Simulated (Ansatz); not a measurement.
**GeH₄F₂: nudged elastic band**

- system: GeH₄F₂
- method: RKS PBE/def2-SVP (Ansatz 0.2.0)

It belongs to a series of runs on one base structure; here: band between the two ends. Figures and captions count atoms from 1; the log counts them from 0 in places.

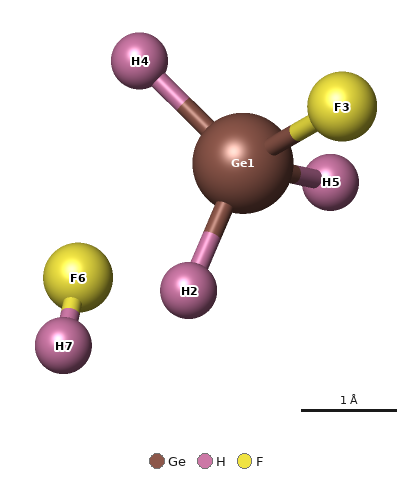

**Figure 1.** The input geometry (ball-and-stick view, seen at a tilt; atoms are numbered from 1 in the order of the input). Sticks mark near contacts. Bond lengths as drawn: F–Ge 1.77 Å, F–H 0.94 Å and Ge–H 1.54 to 1.55 Å.

### Results in brief

- outcome: converged
- barrier, forward: 1.081 eV
- barrier, backward: 1.594 eV
- hardware: 1 thread of Arm Neoverse V1, 24 GiB of memory available, shared host
- wall time: 4.2 min
- peak memory: 0.14 GiB

The order of the saddle point was not checked.

### Input
```yaml
crystal:
  periodic: [false, false, false]
  atoms:
    - { symbol: Ge, position_ang: [0.200868, 0.000169, -0.074293] }
    - { symbol: H, position_ang: [0.342185, 0.000414, 1.473902] }
    - { symbol: F, position_ang: [1.86439, -0.000124, -0.673084] }
    - { symbol: H, position_ang: [-0.440194, 1.298018, -0.613688] }
    - { symbol: H, position_ang: [-0.440462, -1.297735, -0.613248] }
    - { symbol: F, position_ang: [-2.347202, -1.3e-05, 1.172943] }
    - { symbol: H, position_ang: [-1.943284, -0.00073, 2.017368] }
basis:
  gaussian: { orbitals: def2-SVP }
hamiltonian:
  xc: pbe
neb:
  order_check: false
  images: 9
  f_tol: 0.03
  max_iterations: 60
  final_atoms:
    - { symbol: Ge, position_ang: [-0.47619179, 0.00020054, -0.88911688] }
    - { symbol: H, position_ang: [-0.02199788, -0.00040269, 2.91991822] }
    - { symbol: F, position_ang: [0.47631165, 8.728e-05, 0.584179] }
    - { symbol: H, position_ang: [-0.20640916, 1.33345054, -1.61768888] }
    - { symbol: H, position_ang: [-0.20680435, -1.33315046, -1.6176515] }
    - { symbol: F, position_ang: [-2.14251499, 0.00045241, -0.3611012] }
    - { symbol: H, position_ang: [-0.18609249, -0.0006386, 3.67136123] }
  initial_path:
    images:
      - { positions_ang: [[0.200868, 0.000169, -0.074293], [0.342185, 0.000414, 1.473902], [1.86439, -0.000124, -0.673084], [-0.440194, 1.298018, -0.613688], [-0.440462, -1.297735, -0.613248], [-2.347202, -1.3e-05, 1.172943], [-1.943284, -0.00073, 2.017368]] }
      - { positions_ang: [[0.1626398, 0.00013542, -0.05738367], [0.26594619, 0.00033118, 1.5610473], [1.81306294, -9.81e-05, -0.64013253], [-0.49351424, 1.29137432, -0.59585054], [-0.49372735, -1.29114808, -0.59549883], [-2.25469528, -1.121e-05, 1.05558456], [-1.76341107, -0.00058452, 1.96213371]] }
      - { positions_ang: [[0.12441161, 0.00010184, -0.04047434], [0.18970737, 0.00024836, 1.6481926], [1.76173588, -7.221e-05, -0.60718106], [-0.54683448, 1.28473063, -0.57801308], [-0.54699269, -1.28456117, -0.57774966], [-2.16218855, -9.43e-06, 0.93822612], [-1.58353813, -0.00043903, 1.90689942]] }
      - { positions_ang: [[0.08618341, 6.826e-05, -0.02356501], [0.11346856, 0.00016554, 1.7353379], [1.71040882, -4.631e-05, -0.57422959], [-0.60015472, 1.27808695, -0.56017562], [-0.60025804, -1.27797425, -0.56000049], [-2.06968183, -7.64e-06, 0.82086769], [-1.4036652, -0.00029355, 1.85166513]] }
      - { positions_ang: [[0.04795522, 3.468e-05, -0.00665568], [0.03722975, 8.271e-05, 1.82248319], [1.65908176, -2.041e-05, -0.54127812], [-0.65347496, 1.27144326, -0.54233816], [-0.65352339, -1.27138734, -0.54225132], [-1.97717511, -5.85e-06, 0.70350925], [-1.22379227, -0.00014806, 1.79643084]] }
      - { positions_ang: [[0.00972702, 1.1e-06, 0.01025365], [-0.03900907, -1.1e-07, 1.90962849], [1.6077547, 5.48e-06, -0.50832666], [-0.70679519, 1.26479958, -0.5245007], [-0.70678873, -1.26480042, -0.52450215], [-1.88466839, -4.06e-06, 0.58615081], [-1.04391934, -2.58e-06, 1.74119655]] }
      - { positions_ang: [[-0.08745674, 4.099e-05, -0.16962046], [-0.03560683, -8.063e-05, 2.11168644], [1.38146609, 2.184e-05, -0.28982552], [-0.60671799, 1.27852977, -0.74313833], [-0.60679186, -1.27847043, -0.74313202], [-1.93623771, 8.723e-05, 0.39670041], [-0.87235397, -0.00012978, 2.12722949]] }
      - { positions_ang: [[-0.18464051, 8.088e-05, -0.34949456], [-0.03220459, -0.00016114, 2.31374438], [1.15517748, 3.82e-05, -0.07132439], [-0.50664078, 1.29225996, -0.96177597], [-0.50679498, -1.29214044, -0.96176189], [-1.98780703, 0.00017852, 0.20725001], [-0.7007886, -0.00025699, 2.51326242]] }
      - { positions_ang: [[-0.28182427, 0.00012076, -0.52936867], [-0.02880235, -0.00024166, 2.51580233], [0.92888887, 5.456e-05, 0.14717674], [-0.40656357, 1.30599015, -1.1804136], [-0.4067981, -1.30581044, -1.18039176], [-2.03937635, 0.00026982, 0.0177996], [-0.52922323, -0.00038419, 2.89929536]] }
      - { positions_ang: [[-0.37900803, 0.00016065, -0.70924278], [-0.02540012, -0.00032218, 2.71786028], [0.70260026, 7.092e-05, 0.36567787], [-0.30648636, 1.31972035, -1.39905124], [-0.30680123, -1.31948045, -1.39902163], [-2.09094567, 0.00036111, -0.1716508], [-0.35765786, -0.0005114, 3.2853283]] }
      - { positions_ang: [[-0.47619179, 0.00020054, -0.88911688], [-0.02199788, -0.00040269, 2.91991822], [0.47631165, 8.728e-05, 0.584179], [-0.20640916, 1.33345054, -1.61768888], [-0.20680435, -1.33315046, -1.6176515], [-2.14251499, 0.00045241, -0.3611012], [-0.18609249, -0.0006386, 3.67136123]] }
```

Launched with:
```bash
ansatz run input.yaml --threads 1 --pin off --max-ram 2048MiB --backend cpu --events-out ev --progress --plain --runs-dir out
```

### Log
```
Engine: ansatz 0.2.0, aarch64-unknown-linux-gnu
Functional definition: PBE
  parameter kappa = 0.804
  parameter beta = 0.06672455060314922
  exchange = pbe_x(kappa = kappa, mu = beta*pi^2/3)
  correlation = pbe_c(beta = beta)
879 factors; their error is unknown
mean field evaluation 1: about -61988.8504 eV, gradient 4.8e1 eV
mean field evaluation 2: about -61976.4524 eV, gradient 1.0e2 eV
mean field evaluation 4: about -61992.0971 eV, gradient 4.9e0 eV
mean field evaluation 8: about -61992.0784 eV, gradient 6.4e-2 eV
mean field -61992.07844302 eV, -2278.1668630412 hartree, gradient 3.4e-5 eV, S^2 0.000000; 0 other end points of the search recorded, 0 dependent functions left out
the calculation of the forces begins
reference -61992.07847274 eV, -2278.1668641330 hartree; 27, 27 occupied and 53, 53 virtual orbitals, 879 factors
879 factors; their error is unknown
mean field evaluation 16: about -61972.1567 eV, gradient 1.2e2 eV
mean field -61992.59112836 eV, -2278.1857038797 hartree, gradient 2.8e-5 eV, S^2 0.000000; 0 other end points of the search recorded, 0 dependent functions left out
[... from here on the field's lines of each further geometry are left out, up to the last ...]
NEB iter   1: max|band force component| = 3.374e1 eV/Å  barrier→ = 5.4823 eV  barrier← = 5.9950 eV  Δτ_max = 0.2000 Å  (268 SCF iters)
NEB iter   2: max|band force component| = 1.129e1 eV/Å  barrier→ = 1.6876 eV  barrier← = 2.2002 eV  Δτ_max = 0.2000 Å  (289 SCF iters)
NEB iter   3: max|band force component| = 5.180e0 eV/Å  barrier→ = 1.1003 eV  barrier← = 1.6130 eV  Δτ_max = 0.2000 Å  (277 SCF iters)
NEB iter   4: max|band force component| = 1.806e0 eV/Å  barrier→ = 1.3200 eV  barrier← = 1.8326 eV  Δτ_max = 0.2000 Å  (271 SCF iters)
NEB iter   5: max|band force component| = 1.617e0 eV/Å  barrier→ = 1.0912 eV  barrier← = 1.6039 eV  Δτ_max = 0.1994 Å  (245 SCF iters)
NEB iter   6: max|band force component| = 3.379e0 eV/Å  barrier→ = 1.2768 eV  barrier← = 1.7895 eV  Δτ_max = 0.0994 Å  (250 SCF iters)
NEB iter   7: max|band force component| = 1.972e0 eV/Å  barrier→ = 1.1508 eV  barrier← = 1.6634 eV  Δτ_max = 0.1001 Å  (239 SCF iters)
NEB iter   8: max|band force component| = 1.027e0 eV/Å  barrier→ = 0.9503 eV  barrier← = 1.4629 eV  Δτ_max = 0.2000 Å  (240 SCF iters)
NEB iter   9: max|band force component| = 7.308e-1 eV/Å  barrier→ = 0.7361 eV  barrier← = 1.2488 eV  Δτ_max = 0.0929 Å  (243 SCF iters)
NEB iter  10: max|band force component| = 1.186e0 eV/Å  barrier→ = 0.7336 eV  barrier← = 1.2463 eV  CI = image 2  Δτ_max = 0.2000 Å  (233 SCF iters)
NEB iter  11: max|band force component| = 1.317e0 eV/Å  barrier→ = 1.1244 eV  barrier← = 1.6370 eV  CI = image 2  Δτ_max = 0.1000 Å  (237 SCF iters)
NEB iter  12: max|band force component| = 4.301e-1 eV/Å  barrier→ = 1.0870 eV  barrier← = 1.5997 eV  CI = image 2  Δτ_max = 0.0925 Å  (226 SCF iters)
NEB iter  13: max|band force component| = 1.476e-1 eV/Å  barrier→ = 1.0827 eV  barrier← = 1.5954 eV  CI = image 2  Δτ_max = 0.0112 Å  (232 SCF iters)
NEB iter  14: max|band force component| = 5.670e-2 eV/Å  barrier→ = 1.0815 eV  barrier← = 1.5942 eV  CI = image 2  Δτ_max = 0.0287 Å  (215 SCF iters)
the calculation of the forces begins
reference -61992.58810825 eV, -2278.1855928927 hartree; 27, 27 occupied and 53, 53 virtual orbitals, 879 factors
879 factors; their error is unknown
mean field evaluation 1120: about -61990.9970 eV, gradient 6.6e-4 eV
mean field -61990.99704445 eV, -2278.1271223767 hartree, gradient 2.2e-5 eV, S^2 0.000000; 1 other end points of the search recorded, 0 dependent functions left out
the calculation of the forces begins
reference -61990.99707299 eV, -2278.1271234254 hartree; 27, 27 occupied and 53, 53 virtual orbitals, 879 factors
NEB iter  15: max|band force component| = 2.645e-2 eV/Å  barrier→ = 1.0814 eV  barrier← = 1.5941 eV  CI = image 2  Δτ_max = 0.0000 Å  (422 SCF iters)
```

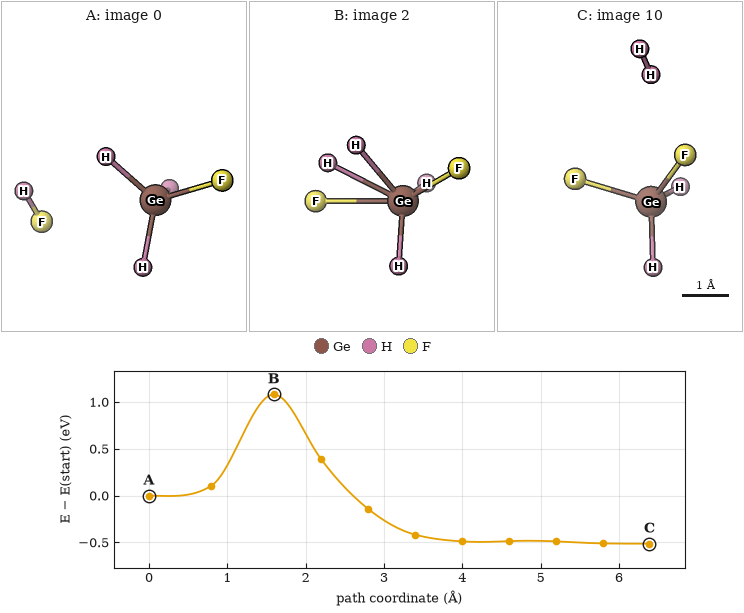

**Figure 2.** Images of the last band (counted from 0; ball-and-stick, seen at a tilt) above the energy along the path; the line is a cubic interpolation that uses the forces. The highest image is number 2, 1.081 eV above the start and 1.594 eV above the end (the climbing image); the end lies 0.513 eV below the start. The path is 6.39 Å long. The band converged in 15 iterations.

```
Total energy: -61990.99707299 eV, -2278.1271234254 hartree
Atom 0 at    -0.267161     0.002681    -0.100086 Å, force    -0.017409     0.001839    -0.013199 eV/Å
Atom 1 at     0.039241    -0.026962     1.707456 Å, force     0.004682     0.002948     0.011768 eV/Å
Atom 2 at     1.511204     0.013223    -0.092585 Å, force     0.000078    -0.002366     0.003416 eV/Å
Atom 3 at    -0.580113     1.366082    -0.741320 Å, force     0.002793     0.000464     0.000122 eV/Å
Atom 4 at    -0.577514    -1.371185    -0.719190 Å, force     0.000632     0.000176    -0.002011 eV/Å
Atom 5 at    -1.984763     0.024077     0.967638 Å, force     0.027767    -0.004764     0.006652 eV/Å
Atom 6 at    -0.904593    -0.007918     1.667988 Å, force    -0.018543     0.001704    -0.006747 eV/Å
Dipole moment:    -0.104577    -0.008144    -0.065945 e Å
this run last wrote the band of iteration 15 to [file]
```

### The last band as extended XYZ (Å, eV, eV/Å)
```
7
Properties=species:S:1:pos:R:3:forces:R:3 image=0 energy=-61992.07844
Ge    0.2009    0.0002   -0.0743    0.0107  -0.0001  -0.0002
H     0.3422    0.0004    1.4739   -0.0012   0.0000  -0.0022
F     1.8644   -0.0001   -0.6731   -0.0104   0.0000   0.0029
H    -0.4402    1.2980   -0.6137    0.0000   0.0008  -0.0006
H    -0.4405   -1.2977   -0.6132    0.0001  -0.0008  -0.0006
F    -2.3472    0.0000    1.1729    0.0085   0.0000   0.0125
H    -1.9433   -0.0007    2.0174   -0.0077   0.0000  -0.0118
7
Properties=species:S:1:pos:R:3:forces:R:3 image=1 energy=-61991.97219
Ge    0.0304   -0.0016   -0.0574    0.2164  -0.0033   0.0283
H     0.0942   -0.0120    1.5240    0.0428   0.0101  -0.1345
F     1.7612    0.0078   -0.3746    0.1827  -0.0056  -0.2074
H    -0.5309    1.3066   -0.6585    0.0358  -0.0418   0.0609
H    -0.5240   -1.3137   -0.6567    0.0365   0.0409   0.0460
F    -2.2033    0.0127    1.2053   -0.1515  -0.0066   0.1777
H    -1.3913    0.0002    1.7079   -0.3627   0.0064   0.0290
7
Properties=species:S:1:pos:R:3:forces:R:3 image=2 energy=-61990.99704
Ge   -0.2672    0.0027   -0.1001   -0.0174   0.0018  -0.0132
H     0.0392   -0.0270    1.7075    0.0047   0.0029   0.0118
F     1.5112    0.0132   -0.0926    0.0001  -0.0024   0.0034
H    -0.5801    1.3661   -0.7413    0.0028   0.0005   0.0001
H    -0.5775   -1.3712   -0.7192    0.0006   0.0002  -0.0020
F    -1.9848    0.0241    0.9676    0.0278  -0.0048   0.0067
H    -0.9046   -0.0079    1.6680   -0.0185   0.0017  -0.0067
7
Properties=species:S:1:pos:R:3:forces:R:3 image=3 energy=-61991.68341
Ge   -0.4322    0.0066   -0.2424   -0.3412   0.0082  -0.2874
H     0.1298   -0.0299    1.9246    0.1655  -0.0139   0.4383
F     1.3276    0.0222    0.0567   -0.3629   0.0058   0.3117
H    -0.5952    1.3921   -0.8778   -0.0138   0.0545  -0.2684
H    -0.5846   -1.4004   -0.8339   -0.0189  -0.0467  -0.2386
F    -1.9565    0.0284    0.7550    0.0640   0.0140  -0.4292
H    -0.6526   -0.0189    1.9077    0.5073  -0.0220   0.4737
7
Properties=species:S:1:pos:R:3:forces:R:3 image=4 energy=-61992.21613
Ge   -0.4890    0.0091   -0.4190   -0.0710   0.0066  -0.2022
H     0.2055   -0.0365    2.1947    0.0912  -0.0115   0.3052
F     1.1696    0.0342    0.1816   -0.1788   0.0113   0.1297
H    -0.6123    1.3756   -1.1095   -0.0232  -0.0196  -0.2569
H    -0.6002   -1.3915   -1.0415   -0.0267   0.0155  -0.2372
F    -1.8765    0.0377    0.6797    0.0950   0.0122  -0.0754
H    -0.5609   -0.0285    2.2040    0.1134  -0.0146   0.3367
7
Properties=species:S:1:pos:R:3:forces:R:3 image=5 energy=-61992.49335
Ge   -0.5119    0.0094   -0.5723   -0.0268   0.0079  -0.0608
H     0.2503   -0.0378    2.5059    0.0380  -0.0041   0.1305
F     1.0508    0.0415    0.2210   -0.0552   0.0037   0.0116
H    -0.6231    1.3386   -1.3429   -0.0074  -0.0163  -0.1008
H    -0.6113   -1.3635   -1.2644   -0.0088   0.0118  -0.0923
F    -1.8030    0.0424    0.6162    0.0545   0.0023  -0.0231
H    -0.5155   -0.0305    2.5265    0.0056  -0.0053   0.1349
7
Properties=species:S:1:pos:R:3:forces:R:3 image=6 energy=-61992.56630
Ge   -0.4625    0.0022   -0.7074   -0.0002   0.0051   0.0097
H     0.0800   -0.0107    3.0222   -0.0070  -0.0010   0.0484
F     1.0562    0.0118    0.1576   -0.0095  -0.0018  -0.0239
H    -0.5690    1.3321   -1.4819   -0.0031  -0.0029  -0.0192
H    -0.5673   -1.3411   -1.4587   -0.0023   0.0018  -0.0166
F    -1.7161    0.0131    0.5199    0.0163  -0.0019  -0.0140
H    -0.5850   -0.0074    2.6382    0.0059   0.0007   0.0155
7
Properties=species:S:1:pos:R:3:forces:R:3 image=7 energy=-61992.56411
Ge   -0.4356   -0.0002   -0.8506    0.0037  -0.0016   0.0099
H     0.0208    0.0012    3.3779   -0.0091   0.0001   0.0141
F     1.0358   -0.0021    0.0921    0.0069   0.0006  -0.0081
H    -0.5022    1.3324   -1.6271   -0.0052   0.0005   0.0094
H    -0.5025   -1.3303   -1.6313   -0.0053  -0.0002   0.0085
F    -1.7313   -0.0022    0.3275    0.0109   0.0008   0.0173
H    -0.6487    0.0012    3.0013   -0.0019  -0.0002  -0.0511
7
Properties=species:S:1:pos:R:3:forces:R:3 image=8 energy=-61992.56617
Ge   -0.4264    0.0001   -0.7972    0.0017  -0.0002   0.0031
H     0.0329   -0.0002    2.8950    0.0047   0.0000  -0.0375
F     0.9505   -0.0002    0.2849   -0.0062   0.0001   0.0130
H    -0.4130    1.3323   -1.5767    0.0041   0.0003   0.0042
H    -0.4131   -1.3319   -1.5771    0.0041  -0.0002   0.0040
F    -1.8314    0.0000    0.2421   -0.0105   0.0001  -0.0038
H    -0.6633   -0.0002    3.2189    0.0021   0.0000   0.0171
7
Properties=species:S:1:pos:R:3:forces:R:3 image=9 energy=-61992.58807
Ge   -0.4456    0.0002   -0.8202   -0.0004   0.0000  -0.0008
H    -0.0706   -0.0003    2.7579   -0.0019   0.0000  -0.0030
F     0.7395    0.0000    0.4726   -0.0052   0.0000   0.0043
H    -0.3038    1.3338   -1.5831    0.0020   0.0000  -0.0003
H    -0.3041   -1.3335   -1.5831    0.0020   0.0001  -0.0003
F    -1.9955    0.0003   -0.0144   -0.0039   0.0000  -0.0054
H    -0.3837   -0.0005    3.4602    0.0075   0.0000   0.0055
7
Properties=species:S:1:pos:R:3:forces:R:3 image=10 energy=-61992.59113
Ge   -0.4762    0.0002   -0.8891   -0.0161   0.0000   0.0227
H    -0.0220   -0.0004    2.9199   -0.0013   0.0000  -0.0015
F     0.4763    0.0001    0.5842   -0.0136   0.0000  -0.0199
H    -0.2064    1.3335   -1.6177    0.0000  -0.0010   0.0027
H    -0.2068   -1.3332   -1.6177    0.0000   0.0010   0.0027
F    -2.1425    0.0005   -0.3611    0.0298   0.0000  -0.0080
H    -0.1861   -0.0006    3.6714    0.0011   0.0000   0.0013
```
